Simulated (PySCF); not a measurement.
```yaml
atoms:
  - { symbol: F, position_ang: [-2.0981, -0.9708, -1.5894] }
  - { symbol: C, position_ang: [-1.9883, 0.1225, -0.7827] }
  - { symbol: Cl, position_ang: [-3.3198, 1.2429, -1.2331] }
  - { symbol: C, position_ang: [-2.0548, -0.2718, 0.6646] }
  - { symbol: Si, position_ang: [-0.6067, -1.4425, 1.1256] }
  - { symbol: C, position_ang: [0.9278, -0.4836, 0.7452] }
  - { symbol: C, position_ang: [1.9102, 0.1714, 0.4726] }
  - { symbol: Si, position_ang: [3.3986, 1.1911, 0.0502] }
  - { symbol: H, position_ang: [-1.0508, 0.6234, -1.0484] }
  - { symbol: H, position_ang: [-2.0178, 0.6342, 1.2675] }
  - { symbol: H, position_ang: [-3.0131, -0.7550, 0.8549] }
  - { symbol: H, position_ang: [-0.6979, -1.7118, 2.5635] }
  - { symbol: H, position_ang: [-0.6584, -2.6621, 0.3205] }
  - { symbol: H, position_ang: [4.3926, 0.9978, 1.1075] }
  - { symbol: H, position_ang: [2.9658, 2.5892, -0.0161] }
  - { symbol: H, position_ang: [3.9031, 0.7341, -1.2463] }
```

Geometry: GFN2-xTB.

The calculation used PySCF 2.14.0, PBE0/pcSseg-1, SCF density, gas phase, non-relativistic.

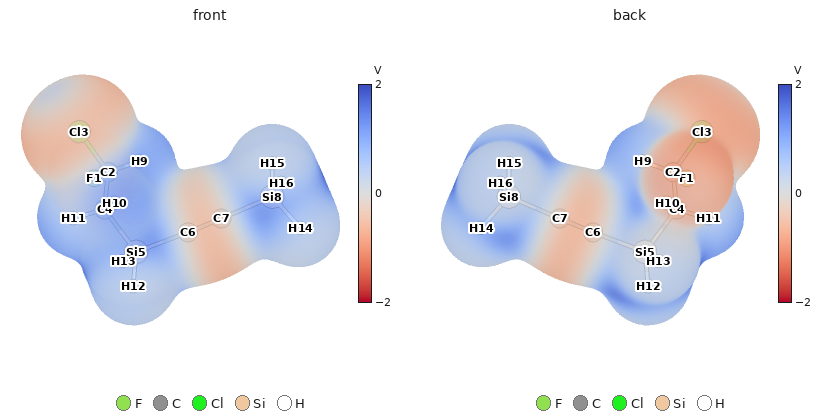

C4H8ClFSi2. The electrostatic potential painted on the density surface at 0.002 e/bohr³, seen from the front and from behind; red is negative and blue positive.

**Describe the electrostatic potential map.**

The most negative region (about −0.9 V) lies over F1, the most positive (about +1.6 V) over Si5 and Si8. Cl3 shows a σ-hole: about +0.2 V at the tip opposite its bond, against about −0.6 V on its flanks.

**What dipole moment does the calculation give?**

Its dipole moment is 2.43 D.
